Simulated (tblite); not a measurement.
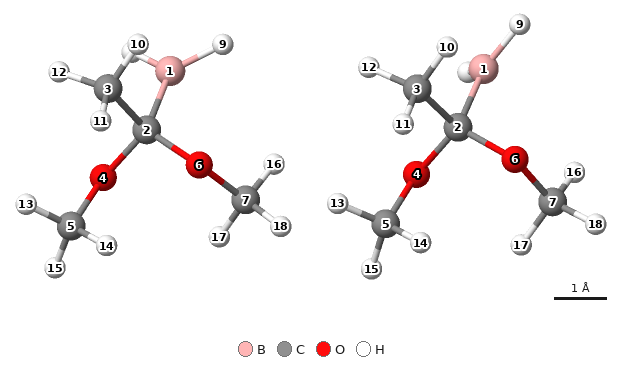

Two geometries of C4H11BO2, drawn at one scale. One is the start of a relaxation, the other its converged end. Style: ball-and-stick. Shown from a free direction.

Method: GFN2-xTB geometry optimisation, gas phase (tblite). 

### Which geometry has the lower energy?

The left one is the relaxed one. An H atom moves most after the best rigid fit: 0.70 Å. By element the largest moves are H 0.70 Å, O 0.14 Å, C 0.11 Å, B 0.07 Å. Some distances before and after: B–C 1.629 → 1.589 Å, C–H 1.119 → 1.086 Å, B–H 1.187 → 1.163 Å, C–C 1.537 → 1.552 Å. Bond angles that change, for instance: B–C–O 110.3° → 116.7°, B–C–C 105.4° → 101.5°, B–C–O 107.6° → 111.5°. Groups turn about B–C by about 35°. The energy falls by 0.250 eV in 99 geometry steps. Cost: 0.44 s on 1 thread of Arm Neoverse V2, with other jobs on the host.
